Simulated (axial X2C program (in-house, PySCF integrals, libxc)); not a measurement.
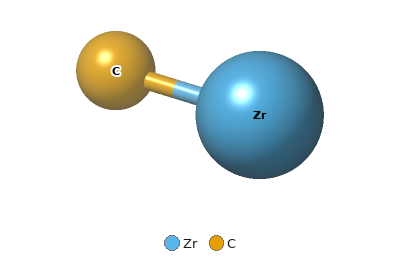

Figure 1. The molecule at the reference distance of 1.775 Å.

**ZrC: relativistic diatomic calculation**

ZrC. The reference is closed-shell ZrC; the roots are vertical excitation energies. The distance is the PBE0 minimum at charge 0. Computed at this level: EOM-EE-CCSD, two-component X2C with atomic mean-field Coulomb and Gaunt terms, Zr dyall-acv3z, C dyall-av3z (cores contracted) (axial X2C program (in-house, PySCF integrals, libxc)).

## Key numbers

```
                                                                                                         quantity                                                                 value
                                                                                                          outcome                                                             converged
                                                                                   HF energy of the reference ZrC                                                   −3632.56230 hartree
                                                                                  MP2 energy of the reference ZrC                                                   −3633.14059 hartree
CCSD energy of the reference ZrC (with the MP2 share of the virtual spinors left out of the coupled-cluster step)                                                   −3633.11223 hartree
                                                                              CCSD(T) energy of the reference ZrC                                                   −3633.13877 hartree
                                         T1 diagnostic (spinor form; for a closed shell √2 times the usual value)                                                                 0.049
                                                                                                         hardware  1 thread of Arm Neoverse N1, 54 GiB of memory available, shared host
                                                                                                        wall time                                                               2.2 min
                                                                                                      peak memory                                                                 1 GiB
```

## Notes

Caveats: some roots did not converge.

## Input
```
{"zs": [40, 6], "q": 0, "bas": ["dyall-acv3z", "dyall-av3z"], "r0": 1.94, "eom": "ee", "thr": -2.0, "nmax": 88}
```

The line is the task of a batch: nuclear charges, charge, bases, a first guess of the distance and further settings. This report covers the levels named above. The log is that of the reference distance 1.775 Å.

The run was one of a batch that the task file lists, launched with:
```bash
python <driver script> task.json out
```

## The program's output
```
two-component X2C + atomic mean field  HF
basis functions 228  fitting functions 1059  grid points 5076
iter        total energy     max residual
   1      -3632.539102666     2.70e-01
   2      -3632.560064251     5.62e-03
   3      -3632.560463692     7.02e-03
   4      -3632.561404930     2.92e-03
   5      -3632.561663268     1.57e-03
   6      -3632.561779819     1.00e-03
   7      -3632.561934336     7.43e-04
   8      -3632.562090505     5.12e-04
   9      -3632.562212080     3.03e-04
  10      -3632.562269233     2.11e-04
  11      -3632.562295932     1.21e-04
  12      -3632.562302387     2.91e-05
  13      -3632.562302817     1.10e-05
  14      -3632.562302861     4.72e-06
  15      -3632.562302866     3.58e-06
  16      -3632.562302867     1.78e-06
converged
one-electron -5158.45395039  Coulomb 1574.07727893  exact exchange -118.13729462  xc functional 0.00000000  nuclear repulsion 71.55072148  atomic mean-field constant -1.59905827
correlated 16  virtual 330  natural virtual 88  E(MP2) -0.578285625  MP2 remainder -0.107546252
iter   CCSD correlation   residual
   1     -0.409288661   3.22e-01
   2     -0.436585079   1.67e-01
   3     -0.441053796   4.20e-02
   4     -0.441928545   2.19e-02
   5     -0.442267374   1.15e-02
   6     -0.442294875   5.53e-03
   7     -0.442282775   3.73e-03
   8     -0.442322309   2.94e-03
   9     -0.442354124   2.61e-03
  10     -0.442357537   2.23e-03
  11     -0.442401028   1.52e-03
  12     -0.442384909   7.16e-04
  13     -0.442389408   3.90e-04
  14     -0.442388957   2.53e-04
  15     -0.442384148   1.57e-04
  16     -0.442385921   1.06e-04
  17     -0.442384176   7.94e-05
  18     -0.442384308   6.19e-05
  19     -0.442384887   4.95e-05
  20     -0.442384486   3.76e-05
  21     -0.442384912   2.85e-05
  22     -0.442384876   2.14e-05
  23     -0.442384657   1.59e-05
  24     -0.442384811   1.31e-05
  25     -0.442384617   1.10e-05
  26     -0.442384628   8.87e-06
(T) -0.02654022787654436  T1 0.0494  D1 0.0799  max T2 0.052
EOM-EE-CCSD roots
2*Omega      energy/Eh   energy/eV  one-particle weight
    0      -0.00197297     -0.0537      0.946
    0       0.01598112      0.4349      0.919
    0       0.02674095      0.7277      0.937
    0       0.02687065      0.7312      0.937
    0       0.07570599      2.0601      0.939  not converged
    2      -0.00196270     -0.0534      0.946
    2       0.02622480      0.7136      0.937
    2       0.03530221      0.9606      0.928
    2       0.07059222      1.9209      0.944
    4       0.02576451      0.7011      0.937
    4       0.07114270      1.9359      0.944
    4       0.07838379      2.1329      0.939
    6       0.07176333      1.9528      0.944
```

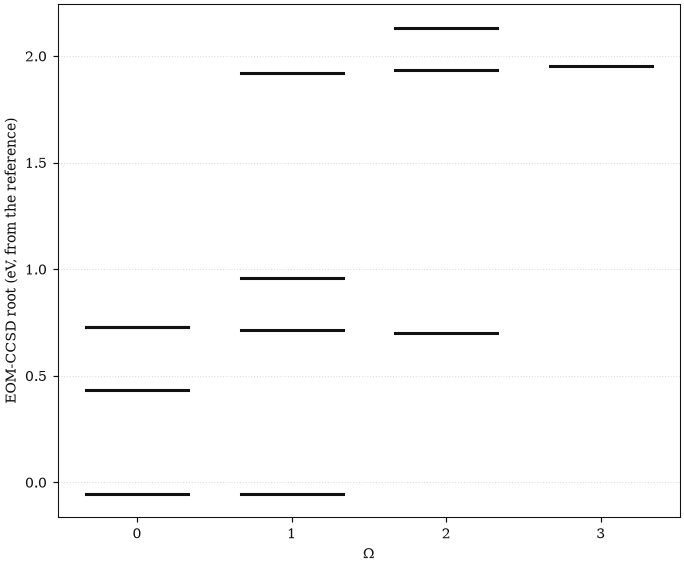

Figure 2. EOM-CCSD roots by Ω at 1.77 Å. The lowest has Ω = 0 and lies at −0.054 eV, with one-particle weight 0.95.
